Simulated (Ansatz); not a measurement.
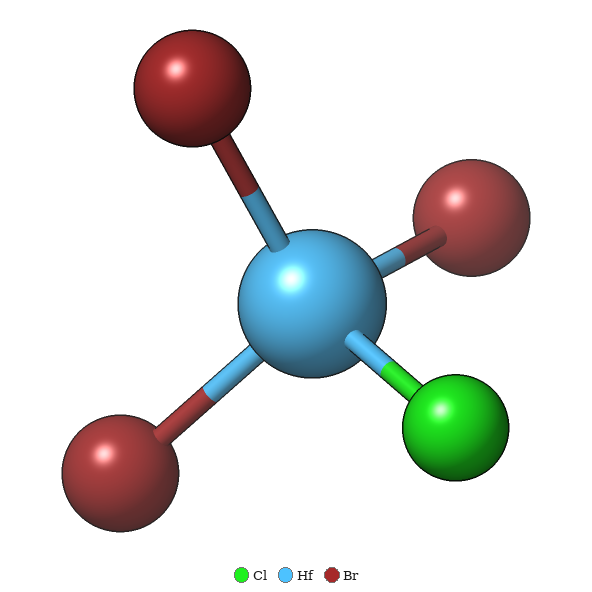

A molecule with one transition-metal atom. Charge 0, singlet. Computed geometry: PBE0-D4/def2-TZVP optimisation.

### What is the coordination number of the metal, and which atoms bind to it?

Hf binds 4 atoms: 1 Cl at 2.31 Å, 3 Br at 2.47 Å. The arrangement is tetrahedral.

### What are the formal oxidation state of the metal and its number of d electrons?

Hf(IV), d⁰, counting the ligands as closed-shell ions or neutral donors.
